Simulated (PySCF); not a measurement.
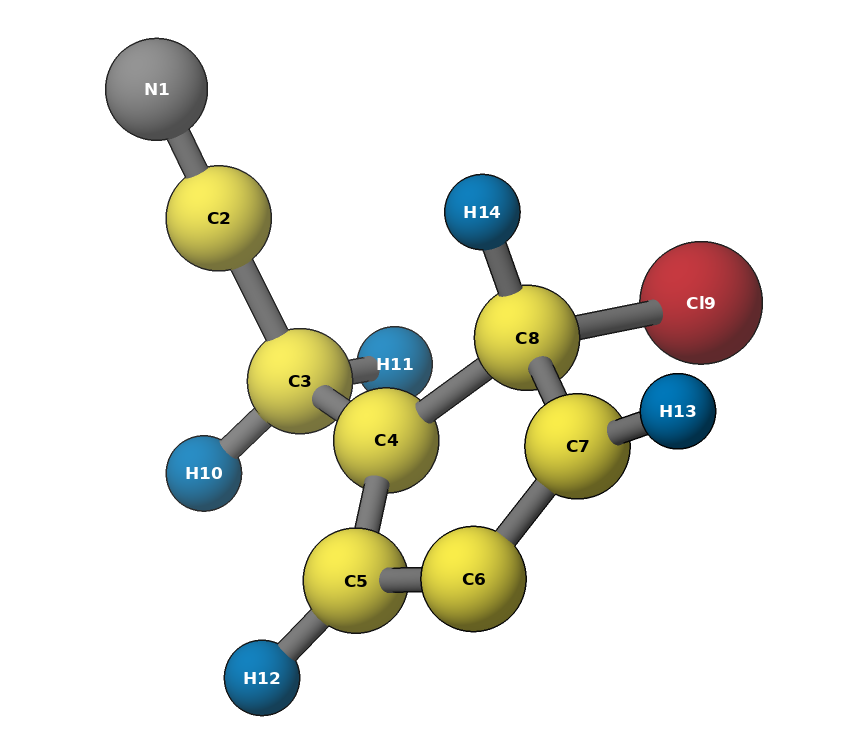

Charge 0, doublet. The geometry was computed by an optimisation with GFN2-xTB. No frequency run is at hand to confirm it as a minimum. Method: UKS B3LYP, pcH-1 on C Cl H N, non-relativistic (PySCF 2.14.0). Fermi-contact and spin-dipolar terms alone, no spin-orbit part.

### Which nucleus has the largest dipolar (anisotropic) hyperfine coupling?

13C at C6: principal values −79.6, −57.9, 137.5 MHz.

List the isotropic and dipolar parts for the most strongly coupled nuclei, one of each equivalent set.

```csv
atom,isotope,a_iso (MHz),dipolar part (MHz)
C6,13C,449.6,"−79.6, −57.9, 137.5"
C7,13C,19.8,"−23.9, 2.0, 21.8"
C5,13C,44.4,"−11.0, −4.4, 15.4"
C8,13C,78.4,"−6.8, −5.7, 12.5"
H12,1H,12.3,"−6.6, −5.2, 11.9"
H13,1H,38.2,"−6.3, −4.8, 11.1"
Cl9,35Cl,−0.5,"−3.6, −1.7, 5.4"
H14,1H,0.1,"−3.4, −1.9, 5.3"
```
